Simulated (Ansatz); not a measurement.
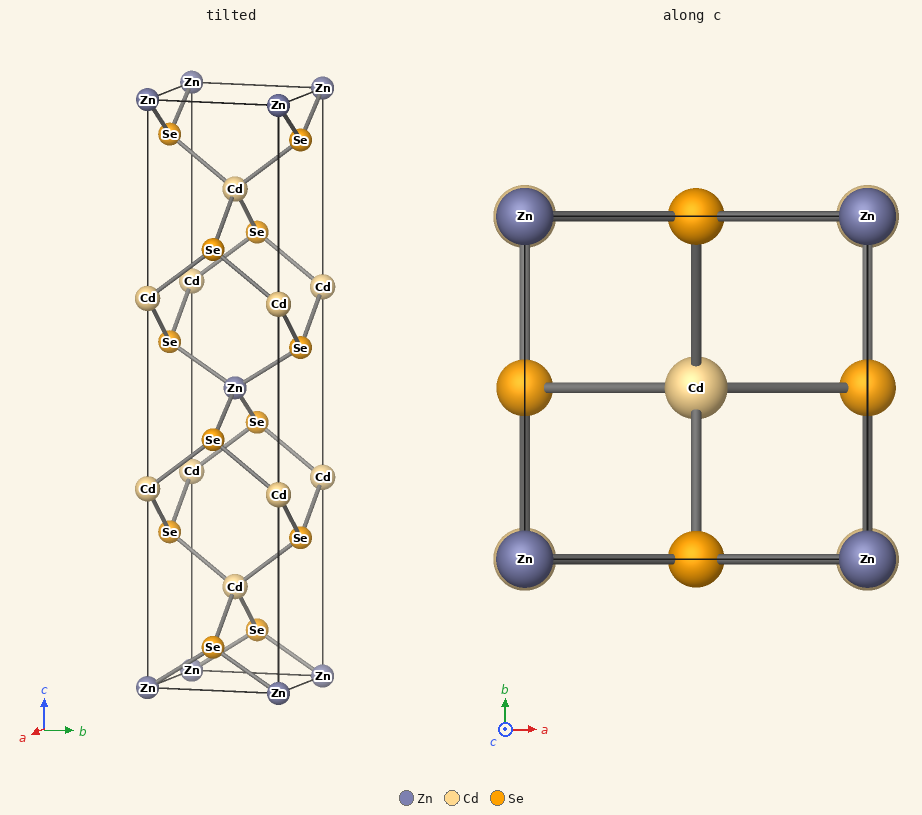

View slightly off an axis and along the c axis, drawn as a ball-and-stick model. Atoms at the boundary of the conventional unit cell (the box) are drawn once for each face, edge or corner they touch.

ZnCd2Se3, space group I-4m2 (No. 119), a = 4.254 Å, b = 4.254 Å, c = 18.269 Å, α = 90.00°, β = 90.00°, γ = 90.00°. Starting structure: a structure type filled with these elements by a generator (whether the compound takes this form wasn't checked). Earlier steps of the study, as a rule a relaxation of our own, may have changed the cell and positions, so they can lie some per cent off the listed ones. Ansatz was used for an electronic-structure calculation on it.

This one geometry was computed with Ansatz (DFT, plane waves, PAW) at three levels of theory: r2SCAN, LDA and PBE.

Which level gives the highest pressure at this volume, and what does that say about its equilibrium volume?

Answer. Highest: PBE (0.0 GPa), which points to the largest equilibrium volume. Lowest, with the smallest volume: LDA (-4.6 GPa). Levels within 0.5 GPa of each other can't be told apart.

How does the band gap change with the level of theory?

Answer. LDA: a gap of 0.34 eV, direct; PBE: a gap of 0.61 eV, direct; r2SCAN: a gap of 1.11 eV, direct.

Collect the results in a table.

Answer.
| level | cutoff (eV) | k-mesh of the run's cell | gap (eV) | pressure (GPa) |
| --- | --- | --- | --- | --- |
| r2SCAN | 500 | 10×10×10 | 1.11 | -1.7 |
| LDA | 420 | 10×10×10 | 0.34 | -4.6 |
| PBE | 420 | 10×10×10 | 0.61 | 0.0 |

Gaps are taken on the k-mesh or band path of each run.
